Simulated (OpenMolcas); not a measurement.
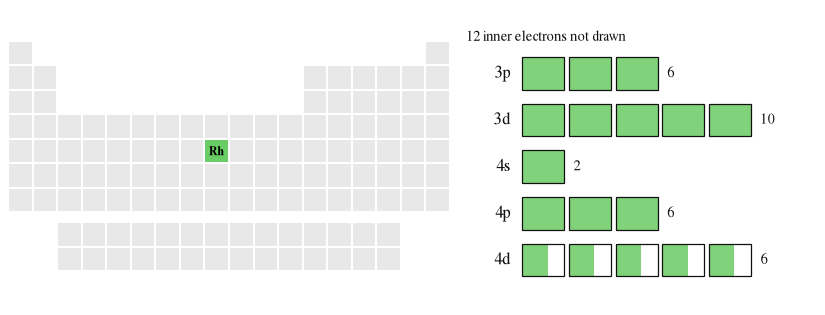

Left, the place of rhodium in the periodic table; right, the outer shells of the leading configuration of the lowest level: a box for each of the 2l + 1 orbitals, shaded by the share of the shell that is filled, with the electron count at the right.

# Multiconfigurational calculation: Rh³⁺ complex (part 1 of 2)

System: Rh³⁺ with 6 ligands (Cl and H2O; tetragonal octahedron, 2.5 Å), neutralised by 6 outer point charges of +0.17 e, whose field is part of the energies.
Method: state-averaged CASSCF, active space 6 electrons in the shell 4d, basis ANO-RCC-VDZP on the metal and ANO-RCC-VDZP on the ligands, DKH2 scalar Hamiltonian, spin-orbit coupling by RASSI with atomic mean-field integrals (OpenMolcas).

## The input
```
&GATEWAY
Coord
11

Rh 0.0 0.0 0.0
Cl 2.500000 0.000000 0.000000
Cl 0.000000 2.500000 0.000000
Cl -2.500000 0.000000 0.000000
Cl 0.000000 -2.500000 0.000000
O 0.000000 0.000000 2.092500
H 0.779741 0.000000 2.669478
H -0.779741 0.000000 2.669478
O 0.000000 0.000000 -2.092500
H 0.779741 0.000000 -2.669478
H -0.779741 0.000000 -2.669478
Basis=Rh.ANO-RCC-VDZP,Cl.ANO-RCC-VDZP,H.ANO-RCC-VDZP,O.ANO-RCC-VDZP
Group=XYZ
NoMove
AngMom=0.0 0.0 0.0
AMFI
RICD
XField
3 Angstrom 0
4.900000 0.000000 0.000000 0.166667
0.000000 4.900000 0.000000 0.166667
0.000000 0.000000 5.492500 0.166667
&SEWARD
&RASSCF
FileOrb=start.orb
Symmetry=1
Spin=5
nActEl=6 0 0
Inactive=32 32
Ras2=5 0
CIRoot=5 5 1
SDav=5
CIMx=300
Iter=150 100
PrWF=0.3
OrbListing=Nothing
MaxOrb=0
LevShft=1.0
>>> COPY $Project.JobIph JOB001
&RASSCF
FileOrb=start.orb
Symmetry=1
Spin=3
nActEl=6 0 0
Inactive=32 32
Ras2=5 0
CIRoot=45 45 1
SDav=45
CIMx=300
Iter=150 100
PrWF=0.3
OrbListing=Nothing
MaxOrb=0
LevShft=1.0
>>> COPY $Project.JobIph JOB002
&RASSCF
FileOrb=start.orb
Symmetry=1
Spin=1
nActEl=6 0 0
Inactive=32 32
Ras2=5 0
CIRoot=50 50 1
SDav=50
CIMx=300
Iter=150 100
PrWF=0.3
OrbListing=Nothing
MaxOrb=0
LevShft=1.0
>>> COPY $Project.JobIph JOB003
&RASSI
NrOfJobIphs=3 5 45 50
1 2 3 4 5
1 2 3 4 5 6 7 8 9 10 11 12 13 14 15 16 17 18 19 20 21 22 23 24 25 26 27
28 29 30 31 32 33 34 35 36 37 38 39 40 41 42 43 44 45
1 2 3 4 5 6 7 8 9 10 11 12 13 14 15 16 17 18 19 20 21 22 23 24 25 26 27
28 29 30 31 32 33 34 35 36 37 38 39 40 41 42 43 44 45 46 47 48 49 50
IphNames
JOB001
JOB002
JOB003
EJob
SpinOrbit
DIPRint=1.0
SOCoupling=1000.0
Subsets=2
Property=9
'ANGMOM' 1 'ANGMOM' 2 'ANGMOM' 3 'MLTPL  1' 1 'MLTPL  1' 2 'MLTPL  1' 3
'AMFI' 1 'AMFI' 2 'AMFI' 3
SOProperty=3
'ANGMOM' 1 'ANGMOM' 2 'ANGMOM' 3
```

The file start.orb holds starting orbitals from an earlier step. A driver script formed the levels outside the program, from RASSI's spin-orbit matrix and the active-space energies, averaged over the components of each term or state.

Hardware: 1 thread of Arm Neoverse V1, 24 GiB of memory available, shared host.

Command:
```bash
OMP_NUM_THREADS=1 MOLCAS_MEM=2457 MOLCAS_PROJECT=a pymolcas a.inp > a.log  # once for each step of the input, in one work folder
```

## Log (extracts)
```
--- SEWARD ---
Basis set label: RH.ANO-RCC...6S5P3D1F.

      Electronic valence basis set:
      ------------------
      Associated Effective Charge  45.000000 au
      Associated Actual Charge     45.000000 au
      Nuclear Model: Point charge

      Shell  nPrim  nBasis  Cartesian Spherical Contaminant
         s      21       6        X
         p      18       5        X
         d      13       3                 X
         f       6       1                 X
                  Relativistic Douglas-Kroll-Hess integrals:
                    - DKH order of Hamiltonian: 2
                    - DKH order of Properties : 0
                  Atomic mean-field integrals
--- RASSCF ---
Wave function specifications:
      -----------------------------

      Number of closed shell electrons         128
      Number of electrons in active shells       6
      Max number of holes in RAS1 space          0
      Max nr of electrons in RAS3 space          0
      Number of inactive orbitals               64
      Number of active orbitals                  5
      Number of secondary orbitals              94
      Spin quantum number                      2.0
      State symmetry                             1
Orbital specifications:
      -----------------------

      Symmetry species                           1   2
                                                ag  au
      Frozen orbitals                            0   0
      Inactive orbitals                         32  32
      Active orbitals                            5   0
      RAS1 orbitals                              0   0
      RAS2 orbitals                              5   0
      RAS3 orbitals                              0   0
      Secondary orbitals                        44  50
      Deleted orbitals                           0   0
      Number of basis functions                 81  82
      Number of CSFs                             5
      Number of root(s) required                 5
      Iter CI   SX   CI       RASSCF       Energy    max ROT     max BLB   max BLB  Level Ln srch  Step   QN
          iter iter root      energy       change     param      element    value   shift minimum  type update
 Nr of preliminary CI iterations:   1
      Total energies have been shifted. Add                -6000.00 au
        1   1   10    0  -776.24132327    0.00E+00   9.38E-02   35  41 1  3.01E-01*  1.38   0.00    SX    NO
        2   1   10    0  -776.52949225   -2.88E-01*  8.82E-02   27  47 1  8.40E-02*  1.18   0.00    SX    NO
        3   1   10    0  -776.59202603   -6.25E-02* -6.55E-02   30  37 1 -6.12E-02*  1.10   0.00    SX    NO
        4   1   10    0  -776.61390429   -2.19E-02* -4.77E-02   30  37 1 -4.52E-02*  1.07   0.00    SX    NO
        5   1   10    0  -776.62372564   -9.82E-03* -5.89E-02   30  37 1 -3.41E-02*  1.05   2.50    LS   YES
        6   1    9    0  -776.63092559   -7.20E-03* -3.90E-02   30  37 1 -1.92E-02*  1.03   1.75    LS   YES
        7   1   10    0  -776.63255620   -1.63E-03* -2.30E-02   37  43 1 -1.66E-02*  1.01   1.13    QN   YES
        8   1    9    0  -776.63448786   -1.93E-03* -2.44E-02   27  40 2  9.96E-03*  1.01   2.14    LS   YES
        9   1    9    0  -776.63524367   -7.56E-04* -9.24E-03    9  45 2 -9.06E-03*  1.02   1.08    QN   YES
       10   1    9    0  -776.63563465   -3.91E-04*  8.07E-03   30  37 1 -3.38E-03*  1.01   1.51    QN   YES
       11   1    8    0  -776.63576975   -1.35E-04*  4.97E-03    9  45 2  2.56E-03*  1.01   1.34    QN   YES
       12   1    8    0  -776.63580341   -3.37E-05* -3.24E-03    8  41 2 -1.09E-03*  1.01   1.53    QN   YES
       13   1    7    0  -776.63581591   -1.25E-05*  1.48E-03   27  35 1  5.27E-04*  1.01   1.40    QN   YES
       14   1    7    0  -776.63581971   -3.80E-06* -8.11E-04    9  45 2 -4.20E-04*  1.01   1.52    QN   YES
       15   1    7    0  -776.63582119   -1.48E-06*  4.70E-04    7  40 2  2.24E-04*  1.01   1.43    QN   YES
       16   1    7    0  -776.63582165   -4.60E-07*  2.41E-04   34  49 1 -8.74E-05   1.01   1.44    QN   YES
       17   1    6    0  -776.63582179   -1.41E-07* -1.18E-04    9  45 2  5.81E-05   1.01   1.41    QN   YES
       18   1    6    0  -776.63582183   -4.37E-08* -7.01E-05    7  40 2 -3.65E-05   1.01   1.46    QN   YES
       19   1    5    0  -776.63582185   -1.58E-08*  4.01E-05   27  35 1 -1.64E-05   1.01   1.45    QN   YES
       20   1    5    0  -776.63582185   -5.36E-09   2.43E-05   34  49 1  9.35E-06   1.01   1.41    QN   YES
      Convergence after 20 iterations
       21   1    5    0  -776.63582185   -1.65E-09   2.43E-05    8  41 2  6.13E-06   1.01   1.41    QN   YES
      Natural orbitals and occupation numbers for root  1
      sym 1:   1.000000   1.000000   1.000000   2.000000   1.000000
      Natural orbitals and occupation numbers for root  2
      sym 1:   1.000000   2.000000   1.000000   1.000000   1.000000
      Natural orbitals and occupation numbers for root  3
      sym 1:   2.000000   1.000000   1.000000   1.000000   1.000000
::    RASSCF root number  1 Total energy:  -6776.67296954
::    RASSCF root number  2 Total energy:  -6776.66305341
::    RASSCF root number  3 Total energy:  -6776.65815190
::    RASSCF root number  4 Total energy:  -6776.59811688
::    RASSCF root number  5 Total energy:  -6776.58681754
--- RASSCF ---
Wave function specifications:
      -----------------------------

      Number of closed shell electrons         128
      Number of electrons in active shells       6
      Max number of holes in RAS1 space          0
      Max nr of electrons in RAS3 space          0
      Number of inactive orbitals               64
      Number of active orbitals                  5
      Number of secondary orbitals              94
      Spin quantum number                      1.0
      State symmetry                             1
Orbital specifications:
      -----------------------

      Symmetry species                           1   2
                                                ag  au
      Frozen orbitals                            0   0
      Inactive orbitals                         32  32
      Active orbitals                            5   0
      RAS1 orbitals                              0   0
      RAS2 orbitals                              5   0
      RAS3 orbitals                              0   0
      Secondary orbitals                        44  50
      Deleted orbitals                           0   0
      Number of basis functions                 81  82
      Number of CSFs                            45
      Number of root(s) required                45
      Iter CI   SX   CI       RASSCF       Energy    max ROT     max BLB   max BLB  Level Ln srch  Step   QN
          iter iter root      energy       change     param      element    value   shift minimum  type update
 Nr of preliminary CI iterations:   1
      Total energies have been shifted. Add                -6000.00 au
        1   1    9    0  -776.52915590    0.00E+00  -1.18E-02   33  39 1 -1.44E-02*  0.99   0.00    SX    NO
        2   1    9    0  -776.53058348   -1.43E-03*  9.60E-03   29  33 1 -8.37E-03*  0.99   0.00    SX    NO
        3   1    9    0  -776.53133962   -7.56E-04* -7.53E-03   29  33 1 -6.57E-03*  0.99   0.00    SX    NO
        4   1    9    0  -776.53177875   -4.39E-04* -6.03E-03   29  33 1 -5.27E-03*  0.98   0.00    SX    NO
        5   1    8    0  -776.53204516   -2.66E-04* -8.73E-03   29  33 1 -4.22E-03*  0.98   2.50    LS   YES
        6   1    8    0  -776.53231730   -2.72E-04* -1.24E-02   29  33 1 -2.69E-03*  0.98   2.50    LS   YES
        7   1    8    0  -776.53247196   -1.55E-04*  1.73E-03   28  38 1 -1.64E-03*  0.97   1.06    QN   YES
        8   1    8    0  -776.53249704   -2.51E-05*  2.56E-03   28  38 1 -1.06E-03*  0.98   2.50    LS   YES
        9   1    8    0  -776.53251567   -1.86E-05*  1.39E-03   33  39 1  1.06E-03*  0.98   1.35    QN   YES
       10   1    7    0  -776.53252730   -1.16E-05*  1.05E-03   27  35 1 -4.24E-04*  0.98   1.34    QN   YES
       11   1    7    0  -776.53253086   -3.56E-06*  9.02E-04   33  39 1 -2.83E-04*  0.98   1.66    QN   YES
       12   1    7    0  -776.53253283   -1.98E-06* -3.91E-04   33  39 1 -1.87E-04*  0.98   1.43    QN   YES
       13   1    7    0  -776.53253341   -5.80E-07*  1.61E-04   25  35 1  7.71E-05   0.98   1.38    QN   YES
       14   1    6    0  -776.53253356   -1.46E-07*  9.50E-05   29  33 1  4.76E-05   0.98   1.40    QN   YES
       15   1    6    0  -776.53253360   -4.29E-08* -9.15E-05   29  33 1  3.29E-05   0.98   1.48    QN   YES
       16   1    5    0  -776.53253362   -1.58E-08* -6.93E-05   29  33 1  2.08E-05   0.98   1.47    QN   YES
       17   1    5    0  -776.53253362   -6.08E-09  -4.82E-05   29  33 1  1.23E-05   0.98   1.52    QN   YES
      Convergence after 17 iterations
       18   1    5    0  -776.53253363   -2.55E-09  -4.82E-05   33  39 1 -8.64E-06   0.98   1.52    QN   YES
      Natural orbitals and occupation numbers for root  1
      sym 1:   1.969448   1.023413   0.018150   1.969884   1.019105
      Natural orbitals and occupation numbers for root  2
      sym 1:   1.972970   1.972804   0.024100   1.013266   1.016860
      Natural orbitals and occupation numbers for root  3
      sym 1:   1.961380   1.031528   1.026896   1.961819   0.018377
::    RASSCF root number  1 Total energy:  -6776.66486775
::    RASSCF root number  2 Total energy:  -6776.66062887
::    RASSCF root number  3 Total energy:  -6776.65757534
::    RASSCF root number  4 Total energy:  -6776.65128442
::    RASSCF root number  5 Total energy:  -6776.63903558
::    RASSCF root number  6 Total energy:  -6776.63018582
::    RASSCF root number  7 Total energy:  -6776.60397939
::    RASSCF root number  8 Total energy:  -6776.59735081
::    RASSCF root number  9 Total energy:  -6776.59701435
::    RASSCF root number 10 Total energy:  -6776.59560449
::    RASSCF root number 11 Total energy:  -6776.58695023
::    RASSCF root number 12 Total energy:  -6776.58634887
::    RASSCF root number 13 Total energy:  -6776.58341559
::    RASSCF root number 14 Total energy:  -6776.58309910
::    RASSCF root number 15 Total energy:  -6776.57652276
::    RASSCF root number 16 Total energy:  -6776.57421157
::    RASSCF root number 17 Total energy:  -6776.57265312
::    RASSCF root number 18 Total energy:  -6776.57038862
::    RASSCF root number 19 Total energy:  -6776.56707001
::    RASSCF root number 20 Total energy:  -6776.56528662
::    RASSCF root number 21 Total energy:  -6776.53498661
::    RASSCF root number 22 Total energy:  -6776.53054491
::    RASSCF root number 23 Total energy:  -6776.53006586
::    RASSCF root number 24 Total energy:  -6776.52322891
::    RASSCF root number 25 Total energy:  -6776.51590615
::    RASSCF root number 26 Total energy:  -6776.51343778
::    RASSCF root number 27 Total energy:  -6776.51082910
::    RASSCF root number 28 Total energy:  -6776.50813684
::    RASSCF root number 29 Total energy:  -6776.50701259
::    RASSCF root number 30 Total energy:  -6776.50554016
--- RASSCF ---
Wave function specifications:
      -----------------------------

      Number of closed shell electrons         128
      Number of electrons in active shells       6
      Max number of holes in RAS1 space          0
      Max nr of electrons in RAS3 space          0
      Number of inactive orbitals               64
      Number of active orbitals                  5
      Number of secondary orbitals              94
      Spin quantum number                      0.0
      State symmetry                             1
Orbital specifications:
      -----------------------

      Symmetry species                           1   2
                                                ag  au
      Frozen orbitals                            0   0
      Inactive orbitals                         32  32
      Active orbitals                            5   0
      RAS1 orbitals                              0   0
      RAS2 orbitals                              5   0
      RAS3 orbitals                              0   0
      Secondary orbitals                        44  50
      Deleted orbitals                           0   0
      Number of basis functions                 81  82
      Number of CSFs                            50
      Number of root(s) required                50
      Iter CI   SX   CI       RASSCF       Energy    max ROT     max BLB   max BLB  Level Ln srch  Step   QN
          iter iter root      energy       change     param      element    value   shift minimum  type update
 Nr of preliminary CI iterations:   1
      Total energies have been shifted. Add                -6000.00 au
        1   1    9    0  -776.48273866    0.00E+00  -5.10E-03   33  39 1 -5.11E-03*  0.97   0.00    SX    NO
        2   1    9    0  -776.48315134   -4.13E-04*  4.02E-03   29  33 1 -3.52E-03*  0.96   0.00    SX    NO
        3   1    8    0  -776.48337865   -2.27E-04* -3.20E-03   29  33 1 -2.80E-03*  0.96   0.00    SX    NO
        4   1    8    0  -776.48351569   -1.37E-04* -2.59E-03   29  33 1 -2.27E-03*  0.96   0.00    SX    NO
        5   1    8    0  -776.48360222   -8.65E-05* -3.81E-03   29  33 1 -1.84E-03*  0.96   2.50    LS   YES
        6   1    8    0  -776.48369483   -9.26E-05* -5.54E-03   30  34 1 -1.29E-03*  0.96   2.50    LS   YES
        7   1    8    0  -776.48375580   -6.10E-05* -1.83E-03   28  38 1 -9.33E-04*  0.96   1.19    QN   YES
        8   1    8    0  -776.48376799   -1.22E-05* -2.50E-03   28  38 1 -6.10E-04*  0.96   2.38    LS   YES
        9   1    8    0  -776.48377416   -6.18E-06*  1.05E-03   34  42 1  5.62E-04*  0.96   1.01    QN   YES
       10   1    7    0  -776.48378110   -6.94E-06*  9.67E-04   27  35 1 -3.67E-04*  0.96   1.92    LS   YES
       11   1    7    0  -776.48378319   -2.08E-06*  3.27E-04   34  40 1 -2.65E-04*  0.96   1.00    QN   YES
       12   1    7    0  -776.48378415   -9.61E-07*  4.41E-04   27  40 2 -1.81E-04*  0.96   2.35    LS   YES
       13   1    7    0  -776.48378463   -4.84E-07* -3.23E-04   19  43 2 -3.61E-04*  0.96   1.02    QN   YES
       14   1    6    0  -776.48378499   -3.59E-07*  1.24E-04   29  33 1  5.57E-05   0.96   1.25    QN   YES
       15   1    6    0  -776.48378507   -7.62E-08*  1.34E-04   29  33 1  5.06E-05   0.96   1.69    QN   YES
       16   1    6    0  -776.48378511   -4.08E-08*  9.22E-05   29  33 1  3.15E-05   0.96   1.36    QN   YES
       17   1    6    0  -776.48378512   -1.32E-08*  8.89E-05   29  33 1  1.77E-05   0.96   1.78    QN   YES
       18   1    5    0  -776.48378513   -8.48E-09   3.84E-05   35  43 1 -1.02E-05   0.96   1.43    QN   YES
      Convergence after 18 iterations
       19   1    5    0  -776.48378513   -2.85E-09   3.84E-05   27  43 1  9.00E-06   0.96   1.43    QN   YES
      Natural orbitals and occupation numbers for root  1
      sym 1:   1.983451   1.986583   0.030531   1.981546   0.017889
      Natural orbitals and occupation numbers for root  2
      sym 1:   1.988461   1.985826   0.022608   1.002472   1.000632
      Natural orbitals and occupation numbers for root  3
      sym 1:   0.017363   1.990942   1.000934   1.988108   1.002653
::    RASSCF root number  1 Total energy:  -6776.69322629
::    RASSCF root number  2 Total energy:  -6776.63427716
::    RASSCF root number  3 Total energy:  -6776.63417671
::    RASSCF root number  4 Total energy:  -6776.62697569
::    RASSCF root number  5 Total energy:  -6776.60246253
::    RASSCF root number  6 Total energy:  -6776.59574402
::    RASSCF root number  7 Total energy:  -6776.58916968
::    RASSCF root number  8 Total energy:  -6776.56373484
::    RASSCF root number  9 Total energy:  -6776.56068949
::    RASSCF root number 10 Total energy:  -6776.55864652
::    RASSCF root number 11 Total energy:  -6776.55670042
::    RASSCF root number 12 Total energy:  -6776.55668578
::    RASSCF root number 13 Total energy:  -6776.54914002
::    RASSCF root number 14 Total energy:  -6776.54281615
::    RASSCF root number 15 Total energy:  -6776.53522758
::    RASSCF root number 16 Total energy:  -6776.53463036
::    RASSCF root number 17 Total energy:  -6776.53347492
::    RASSCF root number 18 Total energy:  -6776.53119091
::    RASSCF root number 19 Total energy:  -6776.52943681
::    RASSCF root number 20 Total energy:  -6776.52785079
::    RASSCF root number 21 Total energy:  -6776.50415254
::    RASSCF root number 22 Total energy:  -6776.49724689
::    RASSCF root number 23 Total energy:  -6776.49673336
::    RASSCF root number 24 Total energy:  -6776.49192303
::    RASSCF root number 25 Total energy:  -6776.49077764
::    RASSCF root number 26 Total energy:  -6776.48297937
::    RASSCF root number 27 Total energy:  -6776.47354034
::    RASSCF root number 28 Total energy:  -6776.46945505
::    RASSCF root number 29 Total energy:  -6776.46928750
::    RASSCF root number 30 Total energy:  -6776.46612131
```

(Continued in part 2.) Outcome of the run: converged.
